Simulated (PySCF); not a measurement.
System: C₆H₅N₂O (SMILES COc1c[n-]cc1C#N) (charge −1).

Input

```
{"job": {"kind": "uv", "xc": "PBE0", "basis": "def2-SVPD", "nstates": 8, "ntriplets": 3}, "charge": -1, "multiplicity": 1}
C      2.337458     0.119052    -0.078362
O      1.152849     0.834747     0.051094
C     -0.000407     0.042841     0.047740
C     -0.135913    -1.324994     0.046885
N     -1.447301    -1.695942     0.038557
C     -2.146706    -0.569787     0.033621
C     -1.319649     0.573094     0.038095
C     -1.730160     1.889168     0.034525
N     -2.120067     2.980704     0.029614
H      2.356564    -0.472642    -1.005328
H      2.498245    -0.566250     0.766888
H      3.147769     0.851659    -0.102290
H      0.632699    -2.082637     0.052847
H     -3.226060    -0.579485     0.023947
```

Command:

```sh
OMP_NUM_THREADS=1 python probes_run.py task.json out
```

Geometry: GFN2-xTB.

Theory: PBE0/def2-SVPD, SCF density, gas phase (PySCF).

**What can the converged electron density and electron localisation function tell about the bonding?**

C–N (1.16 Å): ρ at the midpoint is about 3.5 e/Å³; the ELF peaks at about 0.90 between the atoms: a multiple bond.
C–C (1.37 Å): the density is about 2.1 e/Å³ at the midpoint; the ELF peaks at about 0.95 between the atoms, as expected for a covalent bond.
C–O (1.39 Å): ρ at the midpoint is about 2.2 e/Å³, with its minimum of 1.8 e/Å³ about 0.5 Å from C; the ELF peaks at about 0.90 between the atoms (a shared but strongly polarised pair).
C–H (1.08 Å): ρ is about 1.9 e/Å³ halfway; the ELF climbs to about 1 towards the hydrogen, as it does in any bond to H: an ordinary covalent bond to hydrogen.

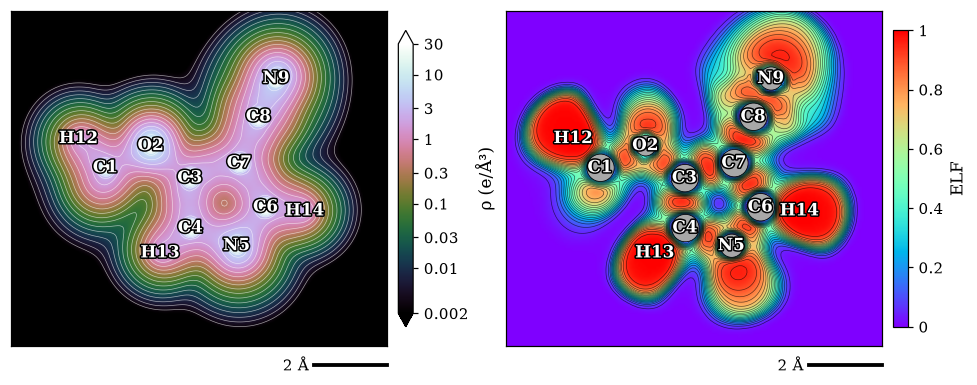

Computed electron density and electron localisation function on the plane of atoms C4, C3 and C7, in this order. Grey discs cover the atomic cores in the ELF map. 
